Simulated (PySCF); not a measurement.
C$_{5}$H$_{7}$PSi

Input file:

```
{"job": {"kind": "nmr", "xc": "PBE0", "basis": "pcSseg-1"}, "charge": 0, "multiplicity": 1}
Si    -2.350526    -0.228942    -0.084274
C     -0.490463     0.114374     0.003306
C      0.405998    -0.950386    -0.047057
C      1.782194    -0.800669    -0.005195
C      2.414036     0.421079     0.091317
P      1.605933     1.953257     0.168229
C     -0.042734     1.422442     0.095043
H     -3.057787     0.830510     0.635828
H     -2.617277    -1.531958     0.527431
H     -2.760464    -0.238109    -1.491084
H      0.005001    -1.952344    -0.120541
H      2.394210    -1.693741    -0.047655
H      3.496617     0.442000     0.123337
H     -0.785416     2.212014     0.129150
```

Run with:

```sh
OMP_NUM_THREADS=1 python probes_run.py task.json out
```

Geometry: GFN2-xTB.

These are results of PBE0/pcSseg-1, SCF density, gas phase, non-relativistic (PySCF), not measurements.

Question: What can the converged electron density and electron localisation function tell about the bonding?

Answer: C–C (1.38 Å): ρ is about 2.1 e/Å³ halfway; the ELF peaks at about 0.95 between the atoms; localised, covalent bonding.
C–P (1.73 Å): the density is about 1.3 e/Å³ at the midpoint; the ELF peaks at about 0.95 between the atoms (a covalent bond).
C–Si (1.89 Å): ρ at the midpoint is about 0.93 e/Å³; the ELF peaks at about 0.95 between the atoms: a covalent bond.
C–H (1.08 Å): ρ is about 2 e/Å³ halfway; the ELF climbs to about 1 towards the hydrogen, as it does in any bond to H; an ordinary covalent bond to hydrogen.

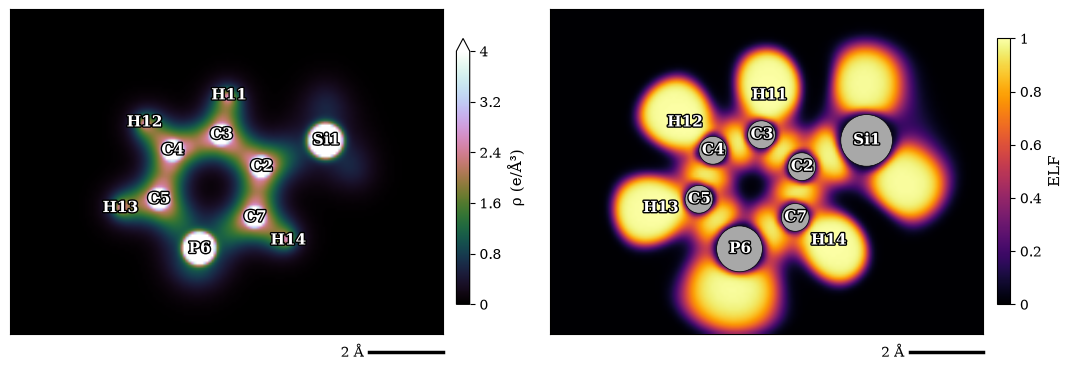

Computed electron density and electron localisation function on the plane of atoms C3, C2 and C7, in this order. Grey discs cover the atomic cores in the ELF map. 
